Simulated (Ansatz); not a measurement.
# Pressure series in HfSi2

Consider HfSi2 (space group Cmcm, No. 63; a = 3.650 Å, b = 14.350 Å, c = 3.635 Å).

Cell and atoms are relaxed at each pressure.

All numbers come from Ansatz (an electronic-structure program) PBEsol, no SOC.

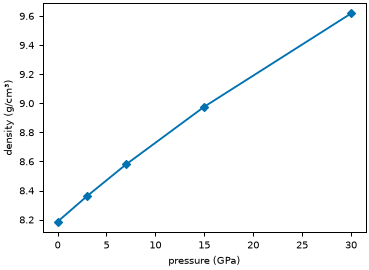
Density against pressure

Question: From the plot, what is the density for pressure 15 GPa?

Answer: About 9.0 g/cm³.

Question: Is the trend monotonic over the range shown?

Answer: Yes, it rises throughout, spanning 8.19 g/cm³ to 9.62 g/cm³.

Load acts through the strain it causes; cell and atoms are relaxed under it. Whether these cells are dynamically stable was not tested. Competing high-pressure phases were not computed. All final runs are without spin polarisation.
